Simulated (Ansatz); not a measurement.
```xyz
12

Ga   -1.0389    1.2525   -0.5830
C     0.5451    0.0466   -0.5877
C     0.3087   -1.3893   -0.0649
H    -0.8423    2.8195   -0.7138
H    -2.4926    0.6174   -0.5600
H     0.5996    0.6096    1.7148
F    -0.0732    0.8128    2.3103
H     1.4245    0.5221   -0.0893
H     0.8629    0.0140   -1.6570
H     0.0475   -1.3850    1.0131
H     1.1976   -2.0445   -0.1928
H    -0.5389   -1.8756   -0.5898
```

Not at a stationary point (largest force 1.1 eV/Å).

Computed with Ansatz, RKS BLYP-D4/def2-SVP.

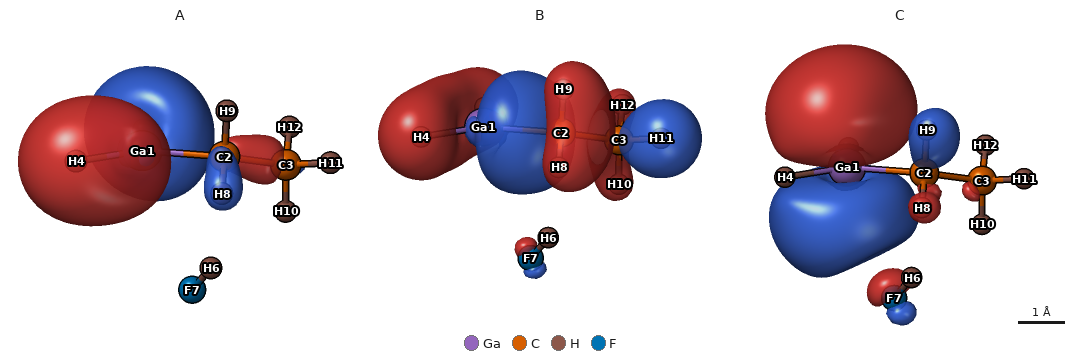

C$_{2}$H$_{7}$Ga···HF. Three frontier orbitals at ±0.08 Å⁻³ᐟ² (red and blue are the two phases), in no order.

Which picture is the HOMO−1, the HOMO and the LUMO?

A is the HOMO−1 (−6.89 eV). By Hirshfeld shares it lies mainly on Ga1 (about 35 %), H5 (about 30 %) and H4 (about 30 %). B is the HOMO (−6.36 eV). It lies mainly on C2 (about 35 %), Ga1 (about 25 %), H4 (about 10 %), C3 (about 10 %) and H5 (about 5 %). C is the LUMO (−1.94 eV). Its weight (Hirshfeld) is mainly on Ga1 (about 75 %).

What is the HOMO–LUMO gap?

4.42 eV between the orbital energies.
